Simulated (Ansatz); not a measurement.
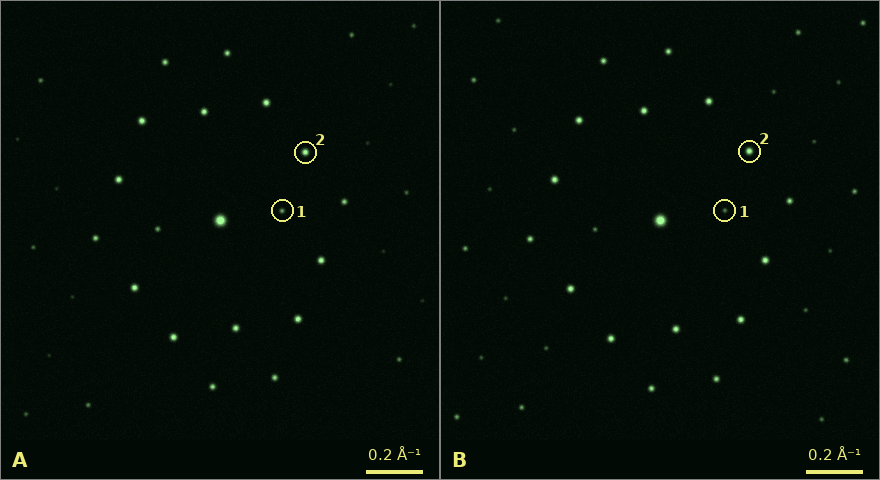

Kinematic electron diffraction patterns (120 kV, B = 0.5 Å², same scale) along [111] of the run's own cell, for the start and the end of one relaxation of ReSe4 with Ansatz 0.2.0, DFT, PAW plane waves, r2scan. k mesh 4×4×4. The start is a generated model structure, and the relaxation ends in the nearest stationary point of its symmetry, not necessarily the ground state. Spot 1 is -1 1 0 and spot 2 is -2 1 1 in both.

Start structure:

```yaml
crystal:
  lattice:
    - [5.98108, 0.00000, 0.00000]
    - [0.00000, 5.98108, 0.00000]
    - [0.00000, 0.00000, 6.25194]
  atoms:
    - { symbol: Re, position: [0.00000, 0.00000, 0.22450] }
    - { symbol: Re, position: [0.00000, 0.00000, 0.72450] }
    - { symbol: Se, position: [0.14400, 0.32800, 0.00000] }
    - { symbol: Se, position: [0.67200, 0.14400, 0.00000] }
    - { symbol: Se, position: [0.85600, 0.67200, 0.00000] }
    - { symbol: Se, position: [0.32800, 0.85600, 0.00000] }
    - { symbol: Se, position: [0.85600, 0.32800, 0.50000] }
    - { symbol: Se, position: [0.32800, 0.14400, 0.50000] }
    - { symbol: Se, position: [0.14400, 0.67200, 0.50000] }
    - { symbol: Se, position: [0.67200, 0.85600, 0.50000] }
```

Q: Which pattern belongs to the start structure, and which to the relaxed one?

A: B is the start: its cell gives d(1) = 4.229 Å, d(2) = 2.459 Å and an angle of 29.3°. A is the relaxed structure, with d(1) = 4.412 Å (+4.3 %), d(2) = 2.545 Å (+3.5 %) and 30.1°.

Q: Name reflections whose intensity changes strongly on relaxation.

A: 3 -1 -2 fades out of sight; 1 -1 0 goes from 4.9 to 12 % of the strongest spot.

Q: What did the relaxation do to the structure and the energy?

A: The volume changed by +8.0 % to 24.14 Å³ an atom; with the mean shift removed, the atoms moved by up to 0.18 Å relative to the cell (Se most); the space group went from P4cc (No. 103) to P4/mcc (No. 124); the free energy fell by 66 meV an atom. Relaxed cell: a = 6.240 Å, b = 6.240 Å, c = 6.201 Å, α = 90.00°, β = 90.00°, γ = 90.00°.
